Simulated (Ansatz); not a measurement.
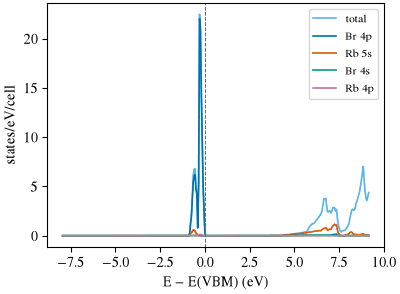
Figure: Total and projected density of states of RbBr (rock salt, space group No. 225), the program Ansatz at the PBE level (PAW)

Problem. Which orbitals carry the states next to the gap?

Solution. Top 1 eV of the valence band: Br 4p 96 %. Bottom 1 eV of the conduction band: Rb 5s 76 %, Br 4s 15 %, Br 4p 5 %. Projections are on Löwdin-orthogonalised atomic valence shells; empty p or d shells of many metals are not among them.

Problem. Where is the tallest occupied peak in this window, and what makes it?

Solution. Near -0.3 eV, about 22 states/eV per cell; the largest projected share is Br 4p.

Space group Fm-3m (rock salt). The cell was relaxed with PBE under the symmetry of its start. Scalar-relativistic: spin–orbit coupling is off unless named, which matters more the heavier the elements.

Potentials: the later of the program's two PAW sets.
